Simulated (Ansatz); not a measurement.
**C4H7BrSi (SMILES CC(Br)=C=C[SiH3]): density, localisation and related maps**

Input file:

```
crystal:
  periodic: [false, false, false]
  atoms:
    - { symbol: C, position_ang: [-0.0069, -2.6289, 0.0935] }
    - { symbol: C, position_ang: [0.5345, -1.228, -0.0409] }
    - { symbol: Br, position_ang: [2.3517, -1.0868, 0.0755] }
    - { symbol: C, position_ang: [-0.0252, -0.097, -0.2301] }
    - { symbol: C, position_ang: [-0.7472, 0.9936, -0.4356] }
    - { symbol: Si, position_ang: [-0.077, 2.6044, 0.1456] }
    - { symbol: H, position_ang: [0.3512, -3.2441, -0.6993] }
    - { symbol: H, position_ang: [0.2208, -3.0094, 1.048] }
    - { symbol: H, position_ang: [-1.1424, -2.534, 0.0314] }
    - { symbol: H, position_ang: [-1.7004, 1.0127, -0.9055] }
    - { symbol: H, position_ang: [1.1962, 2.93875, -0.58451] }
    - { symbol: H, position_ang: [-1.06588, 3.69613, -0.07696] }
    - { symbol: H, position_ang: [0.23286, 2.48955, 1.63732] }
basis:
  gaussian: { orbitals: def2-SVP }
hamiltonian:
  xc: pbe
relax:
  f_tol: 0.015
  max_steps: 40
output:
  orbitals: {}
```

Run with:

```sh
ansatz run input.yaml --threads 2 --pin off --max-ram 3072MiB --backend cpu --events-out ev --progress --plain --runs-dir out
```

The fields are those of the relaxed geometry.

Theory: RKS PBE/def2-SVP in Ansatz.

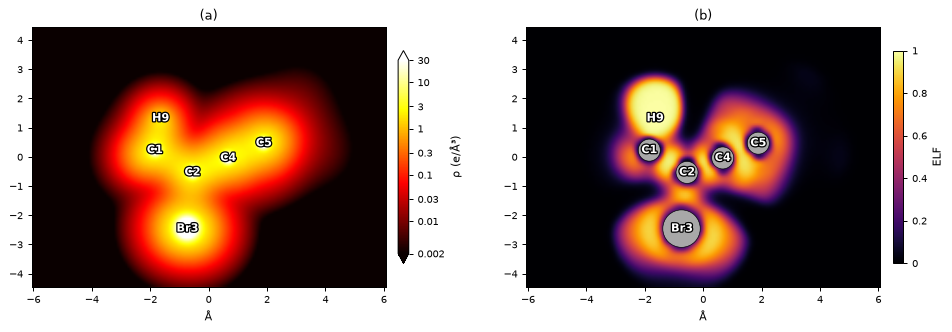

Figure 1. (a) total electron density; (b) electron localisation function on the plane of atoms C1, C2 and Br3. Grey discs cover the atomic cores in the ELF map.

Describe what can be read from this map.

Answer.
- Atoms in the plane: C, Br and H.
- C–C (1.32 Å): the density is about 2.3 e/Å³ at the midpoint; the ELF peaks at about 0.90 between the atoms (a short, multiple covalent bond).
- C–Br (1.93 Å): ρ is about 1 e/Å³ halfway; the ELF peaks at about 0.85 between the atoms, as expected for a shared electron pair.
- C–H (1.11 Å): the density is about 1.9 e/Å³ at the midpoint; the ELF climbs to about 1 towards the hydrogen, as it does in any bond to H (an ordinary covalent bond to hydrogen).
- C–C (1.50 Å): ρ is about 1.7 e/Å³ halfway; the ELF peaks at about 0.95 between the atoms (a covalent bond).
- The ELF also peaks beside Br3, away from the bonds: lone-pair regions.

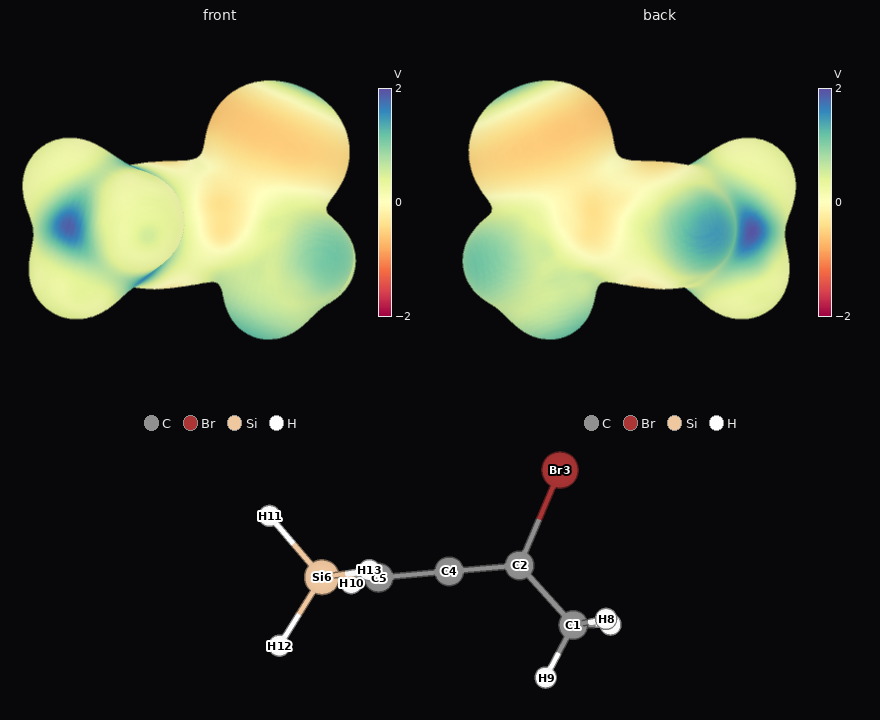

Figure 2. The molecular electrostatic potential painted on the density surface at 0.004 e/bohr³, seen from the front and from behind; the colour scale runs from red (negative) to blue (positive). The bare structure is drawn below in the same view.

Where is the surface potential most negative and most positive?

Answer. The most negative region (about −0.6 V, or −14 kcal/mol for a unit charge) lies over Br3, the most positive (about +1.8 V, or +42 kcal/mol for a unit charge) over Si6. Br3 shows a σ-hole: about +1.2 V, or +28 kcal/mol for a unit charge at the tip opposite its bond, against about −0.5 V, or −12 kcal/mol for a unit charge on its flanks.
